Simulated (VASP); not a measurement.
Band structure of SrVO₃ (cubic perovskite). Method: PBE GGA + U (Dudarev), VASP's PBE PAW potentials (set 64) (plane waves; VASP).

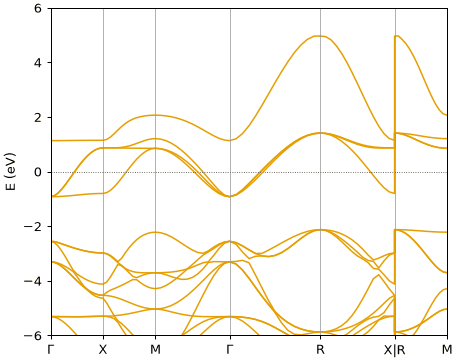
Figure: Bands along high-symmetry lines, zero at the valence-band maximum or, without a gap, the Fermi level

Problem. Read the plot: is there a gap, and where are the band edges?

Solution. It has no gap at this level: it comes out as a metal or semimetal. (Edges off the drawn lines would not show.)

The compound is SrVO3 in the cubic perovskite structure. It was relaxed first. The run is not spin-polarised, so no magnetic state was tried. The electron count is odd and the run is not spin-polarised, which forces a metal. A gapless solution with U can be a metastable orbital state.
